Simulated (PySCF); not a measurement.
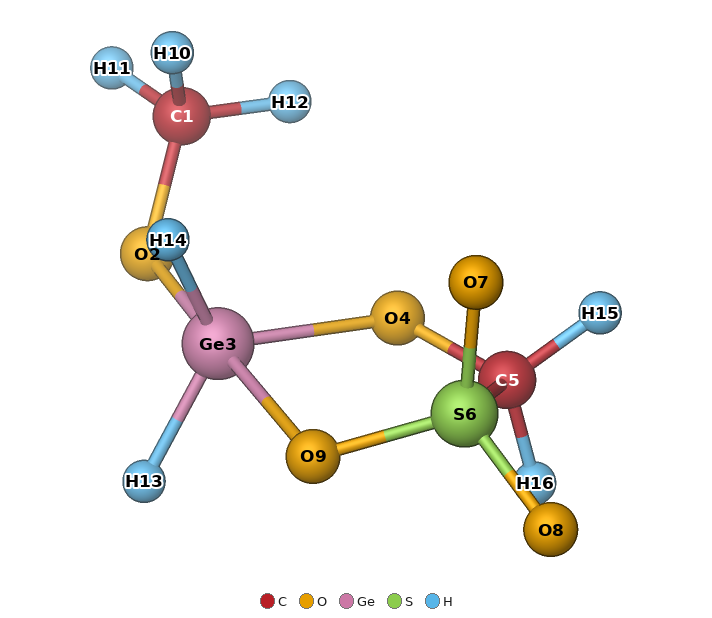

Distant atoms are faded towards the background colour. State: charge −1, singlet. Computed geometry: PBE0-D3(BJ)/def2-SVP optimisation. No frequency run is at hand to confirm it as a minimum.

Q: What is the conformation of the ring Ge3–O4–C5–S6–O9?

A: It is an envelope, with S6 as the flap. The Cremer–Pople amplitude Q is 0.40 Å.

Q: Give the torsion angles round the ring, beginning with the bond from its second to its third atom.

A: −26°, 39°, −35°, 23°, 4°.
